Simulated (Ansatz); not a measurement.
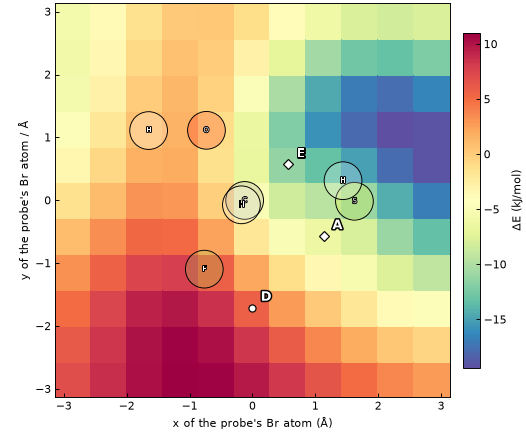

CH₃FOS (SMILES OC(F)S) with the probe Br-. The probe is moved over a plane parallel to the molecule's main plane, 3.68 Å above it. The first coordinate is: x of the probe's Br atom; the second: y of the probe's Br atom. Nothing is relaxed (molecule and probe rigid). The grid has 11 × 11 points. Points are written as (first, second). Energies are in kJ/mol, from molecule and probe far apart, each relaxed in its own basis (no counterpoise correction). Computed with RHF/def2-SVPD in Ansatz 0.2.0.

In the figure: one coloured cell a grid point, labelled circles for the molecule's atoms, projected on the plane, lettered points.

Is D the lowest point of the computed grid?

No. D lies 25.2 kJ/mol above the lowest grid point, which is at (2.28 Å, 1.14 Å) [nearest 1 H at 2.59 Å].

What kind of point is each of A, D: minimum, saddle, maximum or slope?

A: on a slope; D: on a slope. (In these two coordinates alone; a stationary point may lie a little off the grid point.)

Rank the lettered points by energy, lowest first.

E (−11.2 kJ/mol), A (−6.3 kJ/mol), D (5.8 kJ/mol).
